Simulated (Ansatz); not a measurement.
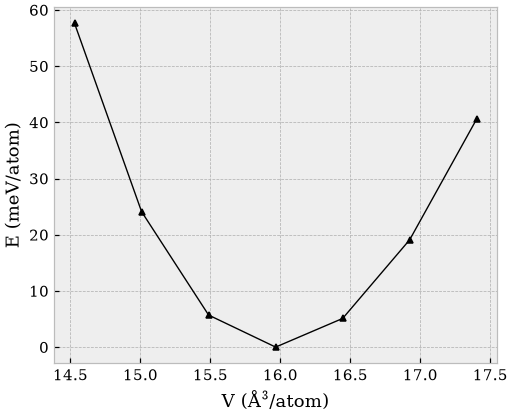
Fig. 1. VGe2 in space group I4/mcm (No. 140; Ge on 8h, V on 4a) under volume change, the program Ansatz at the PBE level (PAW), shape and atoms relaxed at each volume.

What does a third-order Birch–Murnaghan fit give for V₀, B₀ and B′?

V₀ = 15.97 Å³/atom, B₀ = 119 GPa, B′ = 4.8.

A made-up cell: these elements were put on the sites of a structure type; neither database checked (COD, Materials Project) lists it. Whether it is the stable phase at ambient conditions was not checked. Symmetry was held in the PBE relaxation; whether a distortion lowers the energy is not shown. The workflow began spin-polarised and lost its moments.

Potentials: the later of the program's two PAW sets.
